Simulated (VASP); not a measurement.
Band structure of GeTe$_{2}$Pb (space group P4/mmm). Level of theory: modified Becke-Johnson potential (mBJ) with spin-orbit coupling, VASP's PBE PAW potentials (set 64) (plane waves; VASP).

mBJ is a potential without an energy functional, so only the levels count.

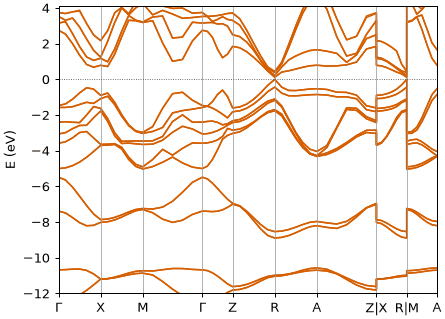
Fig. 1. Bands along high-symmetry lines, zero at the valence-band maximum or, without a gap, the Fermi level

Question: Read the plot: is there a gap, and where are the band edges?

Answer: The gap is direct, 0.12 eV, from the valence maximum at R to the conduction minimum at R.

The structure comes from a computed database's GeTe2Pb entry (P4/mmm); how it stands against other phases isn't given here. It was relaxed first. The cell's shape comes from a PBE relaxation.
